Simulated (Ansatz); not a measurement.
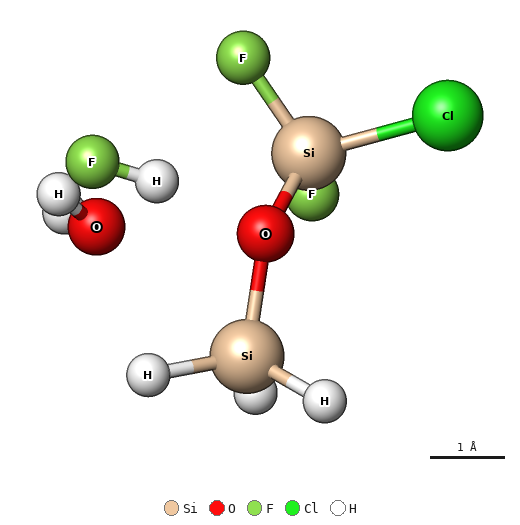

Figure 1. The structure as given in the input (ball-and-stick view, seen at a tilt).

## Nudged elastic band, with input and output: Si$_{2}$H$_{6}$ClO$_{2}$F$_{3}$

- system: Si$_{2}$H$_{6}$ClO$_{2}$F$_{3}$
- method: RKS PBE0-D4/def2-SVP (Ansatz 0.2.0)

Some settings of this run were made unusual or wrong on purpose.

Log:
```
Functional definition: PBE0
  name "PBE0"
  cite "Adamo & Barone, J. Chem. Phys. 110, 6158 (1999) doi:10.1063/1.478522"
  cite "Perdew, Burke & Ernzerhof, Phys. Rev. Lett. 77, 3865 (1996) doi:10.1103/PhysRevLett.77.3865"
  parent pbe
  parameter a = 0.25
  parameter kappa = 0.804
  parameter beta = 0.06672455060314922
  exchange = (1 - a)*pbe_x(kappa = kappa, mu = beta*pi^2/3) + a*exact_x
  correlation = pbe_c(beta = beta)
1536 factors; integrals over basis functions are off by at most 3.9e-4 eV
mean field evaluation 1: about -40577.4968 eV, gradient 7.3e1 eV
mean field evaluation 2: about -40569.8994 eV, gradient 1.0e2 eV
mean field evaluation 4: about -40586.0277 eV, gradient 3.4e0 eV
mean field evaluation 8: about -40586.0612 eV, gradient 1.8e-1 eV
mean field evaluation 16: about -40586.0613 eV, gradient 5.0e-5 eV
mean field -40586.06129011 eV, -1491.5102421910 hartree, gradient 5.0e-5 eV, S^2 0.000000; 0 other end points of the search recorded, 0 dependent functions left out
the calculation of the forces begins
reference -40586.06131857 eV, -1491.5102432369 hartree; 47, 47 occupied and 107, 107 virtual orbitals, 1536 factors
1541 factors; integrals over basis functions are off by at most 1.2e-3 eV
mean field evaluation 32: about -40586.2560 eV, gradient 7.7e-5 eV
mean field -40586.25600485 eV, -1491.5173978257 hartree, gradient 7.7e-5 eV, S^2 0.000000; 0 other end points of the search recorded, 0 dependent functions left out
[... from here on the field's lines of each further geometry are left out, up to the last ...]
NEB iter   1: max|band force component| = 4.496e0 eV/Å  barrier→ = 2.5966 eV  barrier← = 2.7901 eV  Δτ_max = 0.2000 Å  (189 SCF iters)
NEB iter   2: max|band force component| = 2.483e0 eV/Å  barrier→ = 0.8130 eV  barrier← = 1.0065 eV  Δτ_max = 0.2000 Å  (148 SCF iters)
NEB iter   3: max|band force component| = 5.683e0 eV/Å  barrier→ = 0.6179 eV  barrier← = 0.8114 eV  Δτ_max = 0.0990 Å  (155 SCF iters)
the calculation of the forces begins
reference -40586.23758113 eV, -1491.5167207666 hartree; 47, 47 occupied and 107, 107 virtual orbitals, 1543 factors
1539 factors; integrals over basis functions are off by at most 1.2e-3 eV
mean field -40585.91851650 eV, -1491.5049953577 hartree, gradient 2.2e-5 eV, S^2 0.000000; 1 other end points of the search recorded, 0 dependent functions left out
the calculation of the forces begins
reference -40585.91854463 eV, -1491.5049963914 hartree; 47, 47 occupied and 107, 107 virtual orbitals, 1539 factors
NEB iter   4: max|band force component| = 1.142e0 eV/Å  barrier→ = 0.1392 eV  barrier← = 0.3327 eV  CI = image 3  Δτ_max = 0.0000 Å  (288 SCF iters)
```

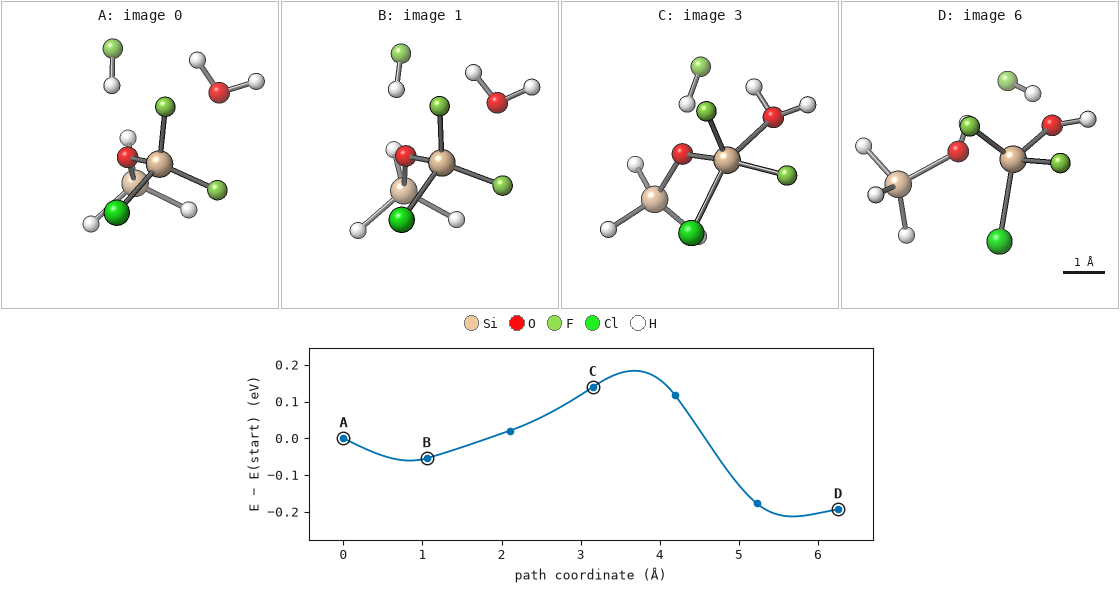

Figure 2. Images of the last band (counted from 0; ball-and-stick, seen at a tilt) above the energy along the path; the line is a cubic interpolation that uses the forces. The highest image is number 3, 0.139 eV above the start and 0.333 eV above the end (the climbing image); the end lies 0.194 eV below the start. The path is 6.25 Å long. The band converged in 4 iterations. The end points carry forces over 0.1 eV/Å, so they aren't fully relaxed minima and the barriers are approximate.

```
Total energy: -40586.26367691 eV, -1491.5176797688 hartree
Atom 0 at    -0.498166     0.697232     1.059542 Å, force     0.384191    -0.500880    -0.447329 eV/Å
Atom 1 at    -0.034159     0.305063    -0.555619 Å, force    -0.126754    -0.020922     0.213236 eV/Å
Atom 2 at    -0.832446    -0.454068    -1.850761 Å, force    -0.020303    -0.083829    -0.100751 eV/Å
Atom 3 at     0.374344     2.016625     1.290067 Å, force     0.139714     0.233850     0.161180 eV/Å
Atom 4 at    -0.945312     0.210098     2.532457 Å, force    -0.318041    -0.061388     0.419039 eV/Å
Atom 5 at    -2.423352     1.212075     0.450921 Å, force    -0.150379     0.049217     0.118336 eV/Å
Atom 6 at     1.753177    -0.620949     0.845586 Å, force    -0.819955     0.246136     0.150885 eV/Å
Atom 7 at     0.907761    -0.655260     1.442801 Å, force     0.500225     0.113188    -0.061592 eV/Å
Atom 8 at     1.275207     0.184462    -0.567438 Å, force     1.188097    -0.264914    -0.190813 eV/Å
Atom 9 at     2.281534    -0.086362    -0.402058 Å, force    -0.499425     0.179239    -0.207652 eV/Å
Atom 10 at    -1.525272    -1.662047    -1.325039 Å, force    -0.056599     0.032722    -0.026624 eV/Å
Atom 11 at     0.283021    -0.854114    -2.750541 Å, force    -0.026397    -0.007934    -0.016976 eV/Å
Atom 12 at    -1.759054     0.473248    -2.543468 Å, force    -0.012243     0.011094     0.023513 eV/Å
Atom 13 at     1.142718    -0.766005     2.373849 Å, force    -0.182130     0.074421    -0.034452 eV/Å
Dipole moment:     0.178114    -0.569319    -0.046771 e Å
```

The last band as extended XYZ (Å, eV, eV/Å):
```
14
Properties=species:S:1:pos:R:3:forces:R:3 image=0 energy=-40586.40284
Si   -0.8388    1.1282    0.9679   -0.3574   0.3505  -0.3516
O    -0.4950    0.5700   -0.5061    0.3078   0.2702  -0.3555
Si   -0.8775   -0.8215   -1.3649   -0.0033  -0.4379  -0.2399
F     0.4490    1.7728    1.5919    0.9434   0.4694   0.4452
F    -1.3765   -0.0018    1.9172   -0.3832  -0.8065   0.6548
Cl   -2.2575    2.5558    0.8504   -0.2200   0.2156  -0.0330
H     2.0463   -0.6758    0.5454    0.0995   0.1362  -0.0654
O     1.2816   -1.1389    0.9057   -0.3480   0.0328  -0.1514
H     1.2616    0.8970   -0.8436    0.0141   0.0053   0.0254
F     2.1930    0.8423   -0.9110   -0.1011  -0.0873   0.0794
H    -1.4412   -1.8353   -0.4498   -0.0738  -0.1032   0.0847
H     0.3600   -1.2812   -2.0260    0.1099  -0.0514  -0.0843
H    -1.8860   -0.4286   -2.3778   -0.0977   0.0178  -0.1051
H     1.5811   -1.5830    1.7010    0.1098  -0.0115   0.0968
14
Properties=species:S:1:pos:R:3:forces:R:3 image=1 energy=-40586.45728
Si   -0.7246    0.9760    0.9826    0.1236   0.1296  -0.0060
O    -0.3137    0.5088   -0.5351   -0.1589  -0.1835  -0.1516
Si   -0.8652   -0.7319   -1.5589   -0.0023  -0.0501  -0.0002
F     0.4889    1.8385    1.5524    0.0710   0.1031   0.1277
F    -1.2189   -0.0924    2.0559   -0.1216  -0.1734   0.0063
Cl   -2.3371    2.2021    0.7474   -0.0096   0.0738   0.0333
H     1.8461   -0.6023    0.6366    0.1427   0.0533  -0.0424
O     1.0935   -0.9317    1.1493   -0.1276  -0.0302   0.0468
H     1.3436    0.6842   -0.7466    0.0114   0.0477  -0.0574
F     2.2714    0.5168   -0.7654    0.0328  -0.0087   0.0096
H    -1.4876   -1.8007   -0.7318    0.0014   0.0246  -0.0088
H     0.3259   -1.2231   -2.2961    0.0039  -0.0043   0.0061
H    -1.8637   -0.1509   -2.4965    0.0078   0.0039   0.0058
H     1.4414   -1.1933    2.0065    0.0252   0.0143   0.0307
14
Properties=species:S:1:pos:R:3:forces:R:3 image=2 energy=-40586.38223
Si   -0.6049    0.8117    1.0044    0.3767  -0.0604  -0.1039
O    -0.1415    0.3843   -0.5399   -0.2778  -0.2463  -0.1358
Si   -0.8647   -0.5961   -1.7220   -0.0722  -0.0723  -0.0398
F     0.4571    1.9129    1.4571    0.0813   0.2204   0.1770
F    -1.1072   -0.0173    2.2775   -0.3057  -0.2502   0.2065
Cl   -2.3811    1.7540    0.5491   -0.0430   0.1088   0.0123
H     1.7752   -0.5846    0.7980   -0.1695   0.0353   0.0551
O     0.9823   -0.7613    1.3524    0.2482   0.1350  -0.1438
H     1.3704    0.4165   -0.7045    1.0286  -0.0707   0.0842
F     2.3313    0.2449   -0.6004   -0.7631   0.0963  -0.1223
H    -1.5210   -1.7451   -1.0372   -0.0092   0.0238  -0.0223
H     0.2664   -1.0535   -2.5682   -0.0123  -0.0171  -0.0362
H    -1.8515    0.1842   -2.5117    0.0091   0.0203   0.0130
H     1.2892   -0.9505    2.2458   -0.0911   0.0771   0.0560
14
Properties=species:S:1:pos:R:3:forces:R:3 image=3 energy=-40586.26365
Si   -0.4982    0.6972    1.0595    0.3842  -0.5009  -0.4473
O    -0.0342    0.3051   -0.5556   -0.1268  -0.0209   0.2132
Si   -0.8324   -0.4541   -1.8508   -0.0203  -0.0838  -0.1008
F     0.3743    2.0166    1.2901    0.1397   0.2339   0.1612
F    -0.9453    0.2101    2.5325   -0.3180  -0.0614   0.4190
Cl   -2.4234    1.2121    0.4509   -0.1504   0.0492   0.1183
H     1.7532   -0.6209    0.8456   -0.8200   0.2461   0.1509
O     0.9078   -0.6553    1.4428    0.5002   0.1132  -0.0616
H     1.2752    0.1845   -0.5674    1.1881  -0.2649  -0.1908
F     2.2815   -0.0864   -0.4021   -0.4994   0.1792  -0.2077
H    -1.5253   -1.6620   -1.3250   -0.0566   0.0327  -0.0266
H     0.2830   -0.8541   -2.7505   -0.0264  -0.0079  -0.0170
H    -1.7591    0.4732   -2.5435   -0.0122   0.0111   0.0235
H     1.1427   -0.7660    2.3738   -0.1821   0.0744  -0.0345
14
Properties=species:S:1:pos:R:3:forces:R:3 image=4 energy=-40586.28622
Si   -0.4452    0.6412    1.1434    0.5419  -0.9447  -0.3860
O     0.0636    0.2170   -0.5606    0.3020   0.1074   0.1945
Si   -0.7840   -0.3224   -1.9516    0.0142  -0.0253   0.0041
F     0.2374    2.0904    1.0980    0.1230   0.2251   0.0703
F    -0.8441    0.5246    2.7163   -0.1598   0.1803   0.3543
Cl   -2.4257    0.6466    0.4940   -0.0999  -0.0570   0.0844
H     1.7701   -0.6797    0.7998   -0.2974   0.4039  -0.4567
O     0.8363   -0.6038    1.5358   -0.2445   0.3283   0.0478
H     1.1709   -0.0149   -0.5326   -0.1051  -0.0217  -0.2667
F     2.2816   -0.4317   -0.2154    0.0127  -0.1691   0.2484
H    -1.5085   -1.5780   -1.6241   -0.0241   0.0266  -0.0218
H     0.3182   -0.6018   -2.9119    0.0024  -0.0083  -0.0060
H    -1.6781    0.7371   -2.4749    0.0101   0.0083   0.0043
H     1.0075   -0.6248    2.4841   -0.0754  -0.0538   0.1290
14
Properties=species:S:1:pos:R:3:forces:R:3 image=5 energy=-40586.57956
Si   -0.4357    0.5962    1.2067    0.2223  -0.5542  -0.1234
O     0.0991    0.0410   -0.5501    0.1070  -0.0038  -0.0930
Si   -0.7470   -0.1815   -2.0378    0.0263   0.0171   0.0907
F     0.0930    2.0714    0.8545    0.0488   0.2354  -0.0075
F    -0.8172    0.8270    2.7755   -0.0908   0.2055   0.2632
Cl   -2.3853    0.1747    0.6308   -0.0355  -0.0466  -0.0543
H     1.8327   -0.7491    0.8018    0.4002  -0.1084  -0.4574
O     0.7988   -0.5228    1.6716   -0.2811   0.1477   0.0561
H     1.0896   -0.2371   -0.5590   -0.2817   0.0958  -0.1189
F     2.3427   -0.7561   -0.0832   -0.1039  -0.0162   0.4029
H    -1.5503   -1.4292   -1.9929    0.0029   0.0156   0.0187
H     0.3564   -0.3175   -3.0279    0.0044  -0.0002   0.0072
H    -1.5714    1.0171   -2.3223    0.0084   0.0016   0.0283
H     0.8947   -0.5341    2.6327   -0.0275   0.0107  -0.0125
14
Properties=species:S:1:pos:R:3:forces:R:3 image=6 energy=-40586.59635
Si   -0.5017    0.6308    1.1892   -0.1757  -0.7381  -0.2531
O     0.1238   -0.1349   -0.5770    0.0808   0.1332   0.5621
Si   -0.7121   -0.2113   -2.0460   -0.2782  -0.0397  -0.3963
F    -0.2865    2.0344    0.4820    0.1514   0.9239  -0.5018
F    -0.9079    1.1830    2.6538   -0.1569   0.2229   0.6324
Cl   -2.2862   -0.3039    0.7868   -0.2429  -0.1357  -0.0862
H     1.9982   -0.7614    0.8943    0.0303  -0.0408  -0.0944
O     0.8348   -0.2062    1.7458    0.4748  -0.3279  -0.0141
H     1.0533   -0.4542   -0.5798    0.3446  -0.1254   0.1052
F     2.4780   -0.9995    0.0925   -0.1390   0.0754   0.0051
H    -1.4783   -1.4724   -2.1286   -0.0743  -0.1266  -0.0383
H     0.3422   -0.1810   -3.0869    0.0937   0.0073  -0.1054
H    -1.5886    0.9721   -2.1220   -0.0881   0.1205  -0.0243
H     0.9311   -0.0955    2.6961   -0.0206   0.0508   0.2091
```

The run was set up as follows.

Input:
```yaml
crystal:
  periodic: [false, false, false]
  atoms:
    - {symbol: Si, position_ang: [-0.838760, 1.128196, 0.967949]}
    - {symbol: O, position_ang: [-0.494972, 0.570010, -0.506074]}
    - {symbol: Si, position_ang: [-0.877489, -0.821455, -1.364932]}
    - {symbol: F, position_ang: [0.449004, 1.772816, 1.591896]}
    - {symbol: F, position_ang: [-1.376546, -0.001788, 1.917188]}
    - {symbol: Cl, position_ang: [-2.257485, 2.555799, 0.850401]}
    - {symbol: H, position_ang: [2.046308, -0.675792, 0.545381]}
    - {symbol: O, position_ang: [1.281570, -1.138928, 0.905680]}
    - {symbol: H, position_ang: [1.261589, 0.897033, -0.843569]}
    - {symbol: F, position_ang: [2.193023, 0.842336, -0.910952]}
    - {symbol: H, position_ang: [-1.441249, -1.835333, -0.449826]}
    - {symbol: H, position_ang: [0.359990, -1.281203, -2.026020]}
    - {symbol: H, position_ang: [-1.886040, -0.428648, -2.377780]}
    - {symbol: H, position_ang: [1.581058, -1.583046, 1.700958]}
basis:
  gaussian: {orbitals: def2-SVP}
hamiltonian: {xc: pbe0, dispersion: d4}
neb:
  images: 5
  climbing: true
  max_iterations: 30
  initial_path: idpp
  f_tol: 2.0
  final_atoms:
    - {symbol: Si, position_ang: [-0.221804, 0.641503, 1.266172]}
    - {symbol: O, position_ang: [-0.003590, -0.136179, -0.589840]}
    - {symbol: Si, position_ang: [-1.128982, -0.177864, -1.852480]}
    - {symbol: F, position_ang: [-0.111694, 2.040519, 0.526485]}
    - {symbol: F, position_ang: [-0.295643, 1.199936, 2.781972]}
    - {symbol: Cl, position_ang: [-2.081282, -0.231488, 1.246123]}
    - {symbol: H, position_ang: [2.113950, -0.831584, 0.460492]}
    - {symbol: O, position_ang: [1.172464, -0.242101, 1.534216]}
    - {symbol: H, position_ang: [0.893721, -0.486222, -0.785319]}
    - {symbol: F, position_ang: [2.408168, -1.081679, -0.423042]}
    - {symbol: H, position_ang: [-1.937331, -1.412418, -1.770848]}
    - {symbol: H, position_ang: [-0.314035, -0.177645, -3.090081]}
    - {symbol: H, position_ang: [-1.962019, 1.034332, -1.747028]}
    - {symbol: H, position_ang: [1.468077, -0.139112, 2.443476]}
```

Launch command:
```bash
ansatz run in.yaml --threads 4 --pin off --events-out ev --progress --plain --max-ram 66560MiB --backend cuda --devices 0, --max-vram 37GiB
```

Outcome:

```csv
quantity,value
outcome,converged
"barrier, forward",0.139 eV
"barrier, backward",0.333 eV
dipole moment (one image of the band),2.87 D
hardware,"4 CPU threads, shared host"
wall time,35 s (CPU time 47 s)
peak memory,0.9 GiB
```

Diagnosis:

This input holds a deliberate fault: tolerance too loose. The run converged all the same; its numbers are those of the faulty input and shouldn't be used.
